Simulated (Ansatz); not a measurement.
H₄W···H₂O

Input file:

```
crystal:
  periodic: [false, false, false]
  atoms:
    - { symbol: W, position_ang: [0.0, 0.0, 0.0] }
    - { symbol: O, position_ang: [0.9539, 0.0, 1.9156] }
    - { symbol: H, position_ang: [0.0444, -0.2814, 2.2528] }
    - { symbol: H, position_ang: [1.7505, 0.0, 0.7888] }
    - { symbol: H, position_ang: [0.0, 1.72, 0.0] }
    - { symbol: H, position_ang: [-1.72, 0.0, 0.0] }
    - { symbol: H, position_ang: [0.0, -1.72, 0.0] }
    - { symbol: H, position_ang: [0.0, 0.0, -1.72] }
basis:
  gaussian: { orbitals: def2-SVP }
hamiltonian:
  xc: r2scan
  dispersion: d4
relax:
  f_tol: 0.15
  max_steps: 25
  restrain:
    - { distance: [1, 3], at: 1.01, k: 30.0 }
    - { distance: [0, 1], at: 3.14, k: 30.0 }
    - { distance: [0, 3], at: 2.92, k: 30.0 }
output:
  orbitals: {}
```

Run with:

```sh
ansatz run input.yaml --threads 1 --pin off --max-ram 2048MiB --backend cpu --events-out ev --progress --plain --runs-dir out
```

The fields are those of the run's last geometry, not of the input's.

Core potentials replace the inner electrons of W; not at a stationary point (largest force 1.2 eV/Å).

Computed with Ansatz 0.2.0, RKS r2SCAN-D4/def2-SVP.

Q: What will maps of the electron density and electron localisation function show?

A: W1···O2 (3.12 Å): the density falls to about 0.07 e/Å³ on the way; the ELF dips to about 0 between them.
W–H (1.71 Å): the density is about 1.4 e/Å³ at the midpoint; the ELF climbs to about 1 towards the hydrogen.

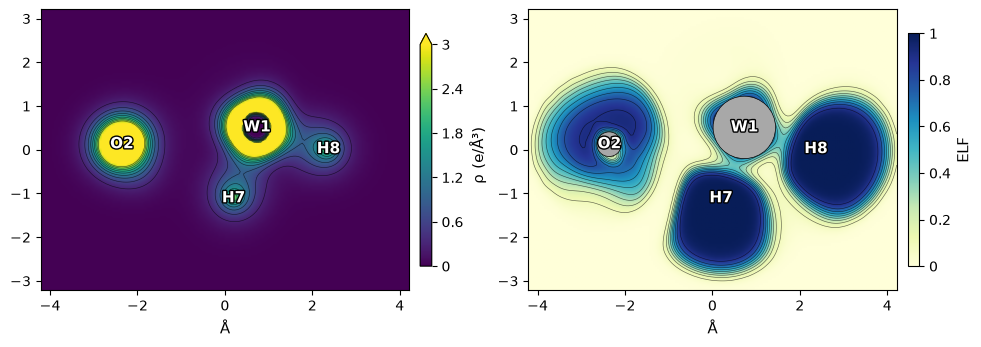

Computed electron density and electron localisation function on the plane of atoms H7, W1 and H8, in this order. Grey discs cover the atomic cores in the ELF map. 
